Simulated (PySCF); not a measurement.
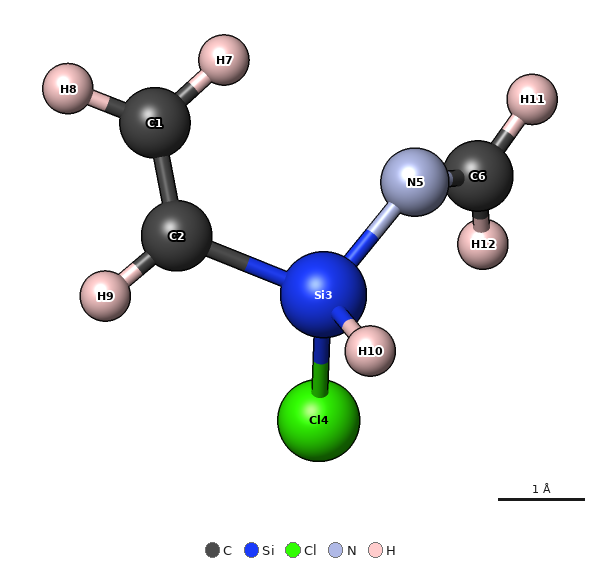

Fig. 1: The structure as given in the input (ball-and-stick view, seen at a tilt; atoms are numbered from 1 in the order of the input). Bond lengths as drawn: Cl–Si 2.09 Å, C–C 1.34 Å, C–H 1.10 to 1.11 Å, C–N 1.26 Å, C–Si 1.85 Å, H–Si 1.49 Å and N–Si 1.74 Å.

## NMR shielding calculation, with input and output: C3H6ClNSi

C3H6ClNSi, computed with GIAO PBE0/IGLO-III NMR shielding, non-relativistic, gas phase (PySCF 2.14.0).

The geometry comes from this level: PBE0-D3(BJ)/def2-SVP. Figures and captions count atoms from 1; the log counts them from 0 in places.

### Input
```
{"job": {"kind": "nmr", "xc": "PBE0", "basis": "IGLO-III", "pop": true}, "charge": 0, "multiplicity": 1}
C      0.250497    -2.012479     1.050944
C     -0.176395    -3.264565     0.849381
Si    -1.725452    -3.642187    -0.094586
Cl    -2.920834    -4.907974     1.059969
N     -2.539688    -2.140927    -0.435158
C     -3.724279    -1.834307    -0.127320
H     -0.301816    -1.152763     0.656438
H      1.164632    -1.795782     1.614705
H      0.403494    -4.100033     1.261920
H     -1.483119    -4.344205    -1.381665
H     -4.131444    -0.841791    -0.394488
H     -4.417286    -2.510548     0.415095
```

The first line tells a small driver script what to run in PySCF; the rest is the geometry in Å.

Machine: 1 CPU thread, shared host.

Run as:
```bash
OMP_NUM_THREADS=1 python <driver script> task.json out
```

### The program's output
```
coarse grid: 11288 points
cycle   1  E = -921.9399451018  dE =  4.279e-01  |g| = 5.042e-01  |ddm| = 2.713e+00
cycle   2  E = -921.8796425197  dE =  6.030e-02  |g| = 7.176e-01  |ddm| = 8.156e-01
cycle   3  E = -921.9890110587  dE = -1.094e-01  |g| = 1.567e-01  |ddm| = 4.683e-01
cycle   4  E = -921.9938201917  dE = -4.809e-03  |g| = 5.479e-02  |ddm| = 1.288e-01
cycle   5  E = -921.9944736719  dE = -6.535e-04  |g| = 5.972e-03  |ddm| = 3.631e-02
cycle   6  E = -921.9944810590  dE = -7.387e-06  |g| = 2.679e-03  |ddm| = 1.002e-02
final grid: 100520 points
cycle   7  E = -922.0051654278  dE = -8.094e-05  |g| = 7.824e-03  |ddm| = 4.023e-02
cycle   8  E = -922.0051590509  dE =  6.377e-06  |g| = 9.108e-03  |ddm| = 1.026e-02
cycle   9  E = -922.0051788366  dE = -1.979e-05  |g| = 1.446e-03  |ddm| = 5.738e-03
cycle  10  E = -922.0051792848  dE = -4.482e-07  |g| = 5.067e-04  |ddm| = 1.043e-03
cycle  11  E = -922.0051793432  dE = -5.842e-08  |g| = 1.026e-04  |ddm| = 3.147e-04
cycle  12  E = -922.0051793450  dE = -1.765e-09  |g| = 5.693e-05  |ddm| = 1.123e-04
cycle  13  E = -922.0051793457  dE = -7.262e-10  |g| = 7.816e-06  |ddm| = 3.013e-05
```

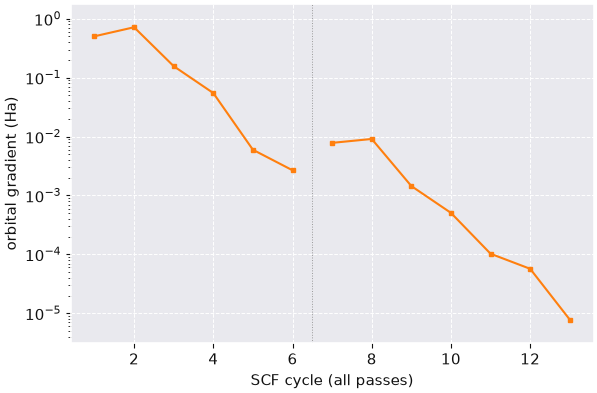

Fig. 2: Convergence of the self-consistent field: orbital gradient against the SCF cycle. The dotted line marks the change from a coarse to the final integration grid. The first 6 cycles use a coarse grid, the final grid takes over at cycle 7, and the field converges after 13 cycles in all.

```
converged SCF energy = -922.0051793457

GIAO shielding tensors (ppm)
atom      isotropic    diamagn.    paramagn.     s11        s22        s33       span
  0 C       34.094     260.735    -226.641    -95.354     30.421    167.217    262.571
  1 C       39.808     249.410    -209.602    -80.771     35.491    164.704    245.475
  2 Si     366.026     885.090    -519.064    324.067    382.942    391.069     67.002
  3 Cl     939.280    1146.323    -207.043    875.998    926.155   1015.688    139.690
  4 N     -149.643     340.315    -489.958   -518.944   -190.501    260.515    779.459
  5 C        1.569     246.603    -245.034    -96.182    -30.044    130.934    227.115
  6 H       24.947      37.382     -12.435     21.633     23.701     29.508      7.875
  7 H       24.828      32.264      -7.435     21.790     24.540     28.155      6.364
  8 H       24.888      27.832      -2.944     22.034     24.684     27.945      5.911
  9 H       25.424      26.453      -1.029     22.058     24.180     30.035      7.977
 10 H       22.501      31.184      -8.682     21.786     22.638     23.078      1.292
 11 H       22.445      23.990      -1.545     20.585     20.792     25.956      5.370
```

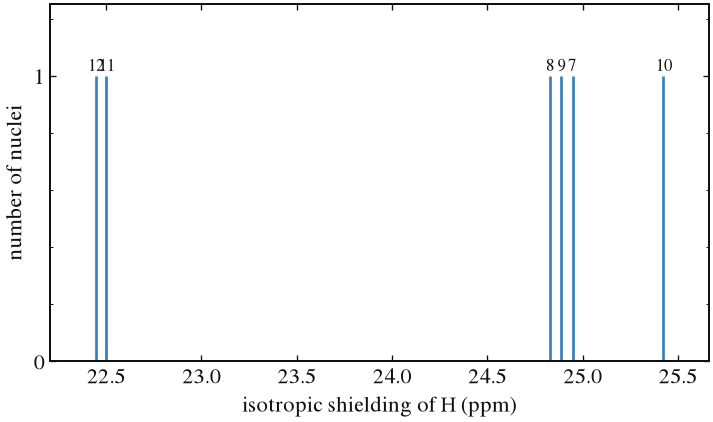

Fig. 3: Isotropic shieldings of the hydrogen nuclei in this fixed geometry, labelled by atom number; shielding grows to the right, so chemical shift grows to the left. The least shielded is H12 (22.4 ppm), the most shielded H10 (25.4 ppm).

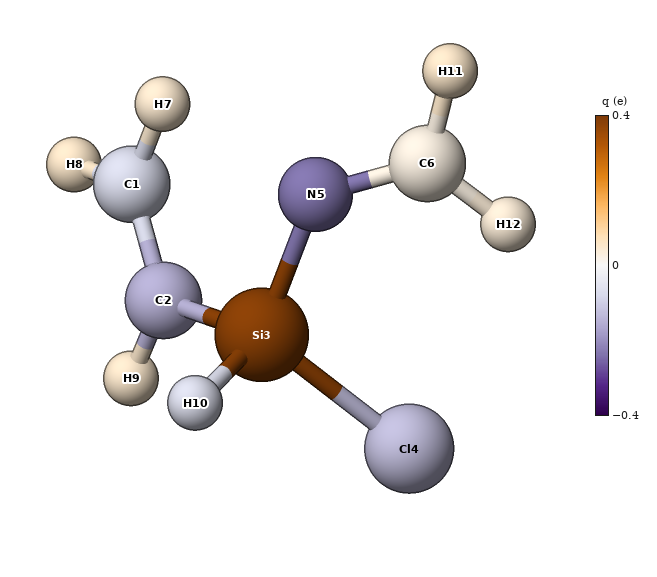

Fig. 4: Hirshfeld charges, as the colour of each atom (ball-and-stick view, seen at a tilt; atoms are numbered from 1 in the order of the input). By element: C −0.15 to +0.03, Si +0.38, Cl −0.13, N −0.23 and H −0.07 to +0.06 e.

### Results in brief

```json
{"quantity": "outcome", "value": "converged"}
{"quantity": "total energy", "value": "−922.005179 hartree"}
{"quantity": "HOMO", "value": "−7.43 eV"}
{"quantity": "LUMO", "value": "−1.22 eV"}
{"quantity": "dipole moment", "value": "1.14 D"}
{"quantity": "isotropic shielding, C", "value": "1.6 to 39.8 ppm"}
{"quantity": "isotropic shielding, Si", "value": "366.0 ppm"}
{"quantity": "isotropic shielding, Cl", "value": "939.3 ppm"}
{"quantity": "isotropic shielding, N", "value": "−149.6 ppm"}
{"quantity": "isotropic shielding, H", "value": "22.4 to 25.4 ppm"}
{"quantity": "wall time", "value": "56 s"}
{"quantity": "peak memory", "value": "1.1 GiB"}
```
